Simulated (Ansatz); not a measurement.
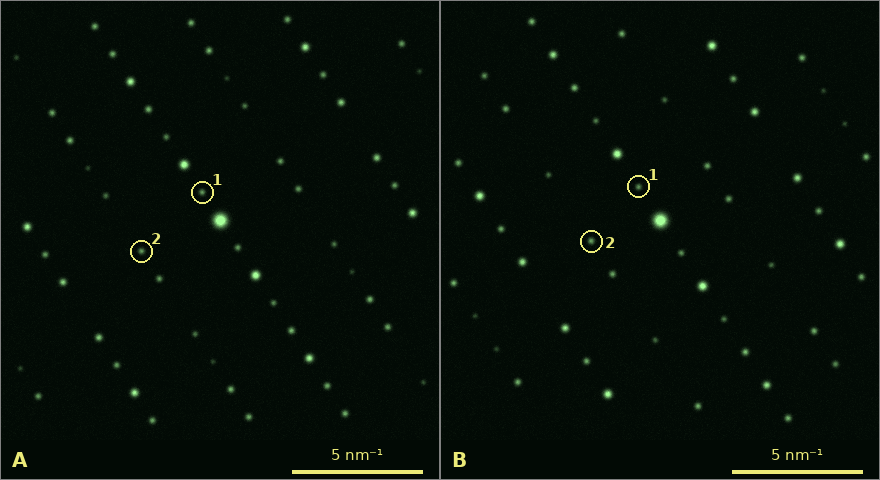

Kinematic electron diffraction patterns (120 kV, B = 0.5 Å², same scale) along [011] of the run's own cell, for the start and the end of one relaxation of RuPb3 with DFT PBE, scalar-relativistic, plane waves, PAW (Ansatz 0.2.0). k mesh 6×6×10. The start is a generated model structure, and the relaxation ends in the nearest stationary point of its symmetry, not necessarily the ground state. Spot 1 is -1 0 0 and spot 2 is 0 -1 1 in both.

Start structure:

```
CELL_PARAMETERS angstrom
7.62879 0.00000 0.00000
-3.81439 6.60672 0.00000
0.00000 0.00000 4.32033
ATOMIC_POSITIONS crystal
Ru 0.33333 0.66667 0.25000
Ru 0.66667 0.33333 0.75000
Pb 0.81066 0.62131 0.25000
Pb 0.18934 0.81066 0.75000
Pb 0.37869 0.18934 0.25000
Pb 0.18934 0.37869 0.75000
Pb 0.81066 0.18934 0.25000
Pb 0.62131 0.81066 0.75000
```

Which pattern belongs to the start structure, and which to the relaxed one?

Answer. B is the start: its cell gives d(1) = 6.607 Å, d(2) = 3.616 Å and an angle of 74.1°. A is the relaxed structure, with d(1) = 7.893 Å (+19.5 %), d(2) = 3.080 Å (-14.8 %) and 78.8°.

What did the relaxation do to the structure and the energy?

Answer. The volume changed by +10.5 % to 30.08 Å³ an atom; with the mean shift removed, the atoms moved by up to 0.05 Å relative to the cell (Pb most); the space group stayed P6_3/mmc (No. 194); the free energy fell by 130 meV an atom. Relaxed cell: a = 9.114 Å, b = 9.114 Å, c = 3.345 Å, α = 90.00°, β = 90.00°, γ = 120.00°.
